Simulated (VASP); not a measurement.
Band structure of YN (rock salt). Computed with LDA (Ceperley-Alder, Perdew-Zunger), VASP's LDA PAW potentials (set 64) (plane waves; VASP).

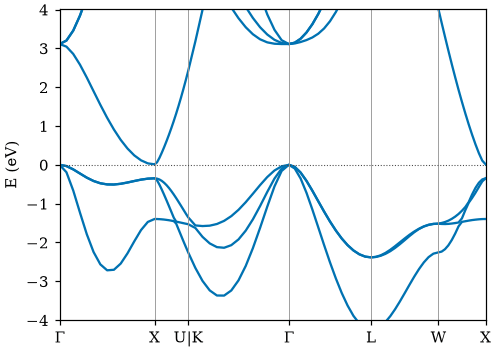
Fig. 1. Bands along high-symmetry lines, zero at the valence-band maximum or, without a gap, the Fermi level

**Question.** Read the plot: is there a gap, and where are the band edges?

**Answer.** The gap is indirect, 0.01 eV, from the valence maximum at Γ to the conduction minimum at X. (Edges off the drawn lines would not show.)

The compound is YN in the rock salt structure. It was relaxed first.
